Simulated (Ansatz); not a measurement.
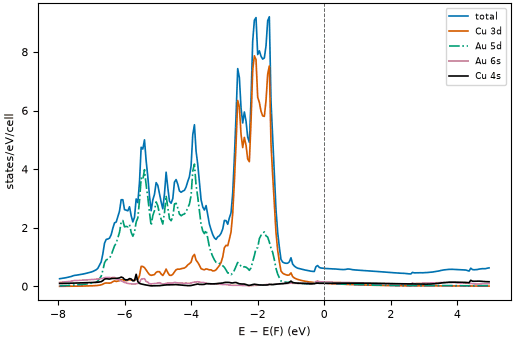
*Total and projected density of states of CuAu (L1₀ or tetragonal B2, P4/mmm), PBE (plane waves, PAW; program Ansatz)*

### Question
Which orbitals carry the states next to the Fermi level?

### Answer
Within 0.5 eV of the Fermi level: Au 6s 24 %, Cu 3d 19 %, Cu 4s 18 %, Au 5d 17 %, outside the projected shells 23 %. Projections are on Löwdin-orthogonalised atomic valence shells; empty p or d shells of many metals are not among them.

### Question
Where is the tallest occupied peak in this window, and what makes it?

### Answer
Near -1.6 eV, about 9.2 states/eV per cell; the largest projected share is Cu 3d.

Symmetry was held in the PBE relaxation. The run is not spin-polarised. Scalar-relativistic: spin–orbit coupling is off unless named, which matters more the heavier the elements.

Potentials: the earlier of the program's two PAW sets.
